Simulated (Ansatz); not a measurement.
# ClH2NSn: geometry optimisation

Wanted for ClH2NSn: a geometry optimisation. SMILES: [NH2][Sn][Cl].

Program: Ansatz 0.2.0, driven from Python. Level of theory: B3LYP/def2-SVP. These are calculated values, not measurements.

### Step 1. The system

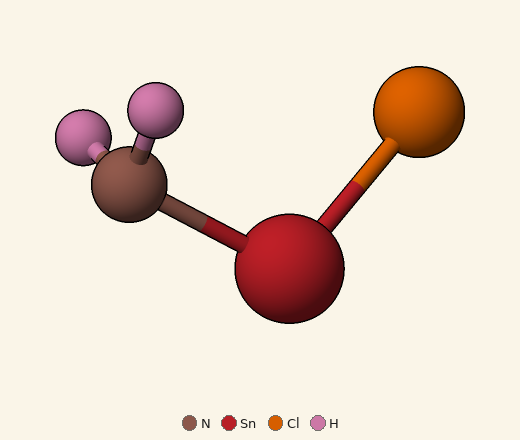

The starting structure, viewed from a chosen angle; nitrogen brown, tin red, chlorine orange, hydrogen pink.

No structure file is read: the coordinates are typed or built in the script.

### Step 2. Script

opt_clh2nsn.py

```python
import warnings

import ansatz as az
import numpy as np


def main() -> None:
    warnings.simplefilter('ignore', az.DeckWarning)

    geometry = (
        az.Crystal.molecule()
        .atom('N', (-0.8326, 0.5287, -0.2762))
        .atom('Sn', (-0.1417, -0.6319, 1.2101))
        .atom('Cl', (1.9974, -1.3428, 0.6206))
        .atom('H', (-0.1274, 1.3684, -0.411))
        .atom('H', (-0.8459, 0.004, -1.185))
    )

    base = (
        geometry.calculation()
        .basis(gaussian='def2-SVP')
        .functional('B3LYP')
    )
    symbols = [site.symbol for site in geometry.cartesian_sites]
    start = np.array([site.position_ang for site in geometry.cartesian_sites], dtype=float)
    def progress(event):
        if event['event'] == 'relax_step':
            row = event['data']
            print(f'step {row["step"]:3d}  E = {row["lagrangian_ev"]:.6f} eV  max force {row["allowed_force_max_ev_ang"]:.4f} eV/A')


    r = base.relax(force_tolerance=0.01).session().plan().execute(on_event=progress).report
    end = np.array(r['positions_ang'])

    for key in ('converged', 'free_energy_ev', 'reference_energy_ev', 'n_frozen', 'n_occupied', 'n_virtual'):
        print(f'{key:22s} {r[key]}')

    print('bond        before    after (A)')
    for i, j in [(0, 1), (0, 3), (0, 4), (1, 2)]:
        d0, d1 = (np.linalg.norm(xyz[i] - xyz[j]) for xyz in (start, end))
        print(f'{symbols[i]}{i}-{symbols[j]}{j}'.ljust(10), f'{d0:8.4f} {d1:8.4f}')


if __name__ == '__main__':
    main()
```

### Step 3. Launch

The run is started by

```
$ python opt_clh2nsn.py
```

**Question.** What results will this script give? Wanted: total energy; dipole moment; moves of the relaxation; energy gained; last largest force component.

As calculated:

```
                    quantity           value
                total energy  -19875.8184 eV
               dipole moment          3.22 D
     moves of the relaxation              20
               energy gained        0.820 eV
last largest force component     0.0063 eV/Å
```

The relaxation took 20 moves; the largest shift is 0.996 Å, of atom 5 (H). So large a move can change the bonding: the results belong to the relaxed structure. Reading the output:
- The end point is the stationary point reached from this start; no frequency run checks that it is a minimum, and the basis set is modest.
- def2 sets replace the cores of elements past krypton by effective core potentials.
- b3lyp holds the VWN-RPA fit, as in Gaussian; the form of ORCA and Turbomole is b3lyp5.
